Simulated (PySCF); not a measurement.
Vertical excitations of a molecule CH6ClNSi3 from PySCF 2.14.0 with TDDFT-PBE0/def2-SVPD, as energy in eV (oscillator strength): 3.22 (0.000), 4.53 (0.003), 4.97 (0.028), 5.04 (0.010), 5.93 (0.002), 5.95 (0.062), 6.01 (0.002), 6.10 (0.085), 6.21 (0.023), 6.42 (0.035). Lowest triplet (TDA): 2.59 eV. Geometry optimised at PBE0-D3(BJ)/def2-SVP. One conformer was computed; it need not be the lowest.

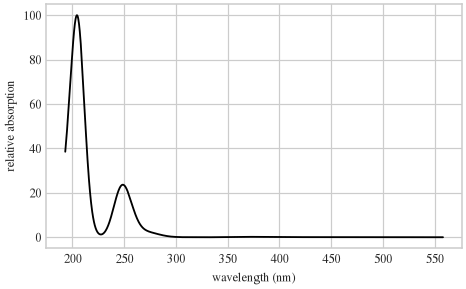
Figure. The lines broadened by 0.4 eV.

**Question.** Pick the molecule that these values belong to.
(A) Cl[Si@H]1C=N[SiH2][SiH2]1
(B) [SiH3][Si@@H]1N=C[Si@@H]1Cl
(C) Cl[SiH2]C1=N[SiH2][SiH2]1
(D) [SiH3][Si@]1(Cl)C=N[SiH2]1

**Answer.** A, Cl[Si@H]1C=N[SiH2][SiH2]1
